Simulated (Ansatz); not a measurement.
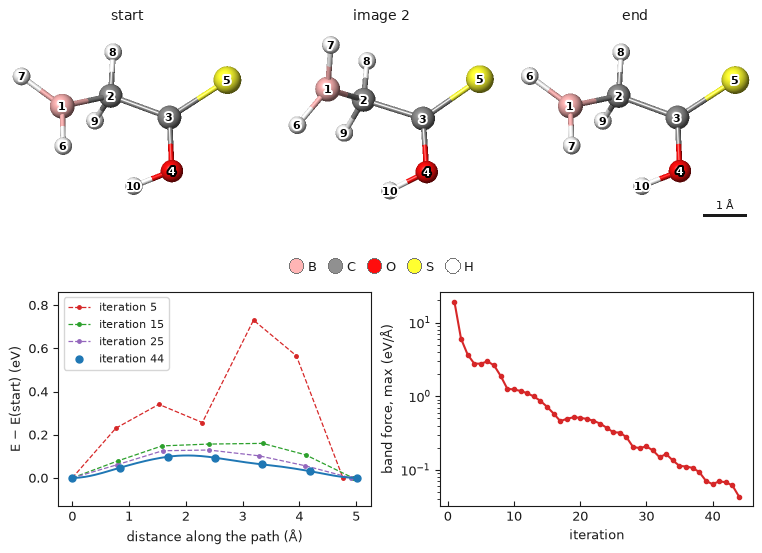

A search for the minimum-energy path of C2H5BOS by the nudged elastic band. Images are numbered from 0 (start) to 6 (end). The plot follows the band through its iterations. The picture is a ball-and-stick view, seen at a tilt.

Computed with RKS B3LYP/6-31G* in Ansatz. Set-up: 5 movable images; climbing image from the first iteration; force threshold 0.05 eV/Å; iteration limit 60; optimiser FIRE; starting path through a guess of the saddle point.

Q: Did the band converge, and can the barrier be trusted?

A: The run is converged, with reservations. The band converged in 44 iterations. The largest component of the band force went from 19 to 0.043 eV/Å. The climbing image converged on the top of the path. Its curvatures weren't checked. The first iteration put the highest image at 4.552 eV. The two ends have the same energy, and the highest point, image 2, lies 0.098 eV above the start.

Cost: 5.3 min on 1 thread of AMD EPYC 9R45 96-Core Processor (Zen 5), with other jobs on the host, peak memory 0.2 GiB.
